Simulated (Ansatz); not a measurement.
**Hypothetical fluorite ZrS2, pressure series**

The reference is ZrS2 in the fluorite structure (space group Fm-3m, No. 225; a = 6.256 Å; a hypothetical phase, not in the database extracts checked).

Cell and atoms are relaxed at each pressure.

Method: Ansatz (a program for electronic structure) r2SCAN, without spin-orbit coupling.

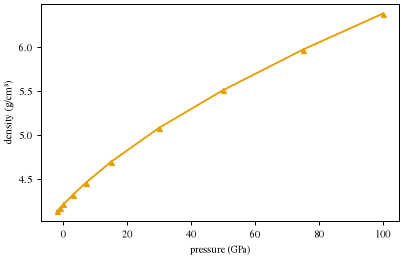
*Density against pressure*

| pressure (GPa) | density |
|---|---|
| -2 | 4.14 g/cm³ |
| -1 | 4.17 g/cm³ |
| 3 | 4.32 g/cm³ |
| 7 | 4.46 g/cm³ |
| 15 | 4.70 g/cm³ |
| 30 | 5.09 g/cm³ |
| 50 | 5.51 g/cm³ |
| 75 | 5.97 g/cm³ |
| 100 | 6.38 g/cm³ |

A case with no gap was solved on a k-mesh chosen for an insulator, which is coarse for it. Load acts through the strain it causes; cell and atoms are relaxed under it. Stability against distortions was not tested. Competing high-pressure phases were not computed. The final runs are not spin-polarised.
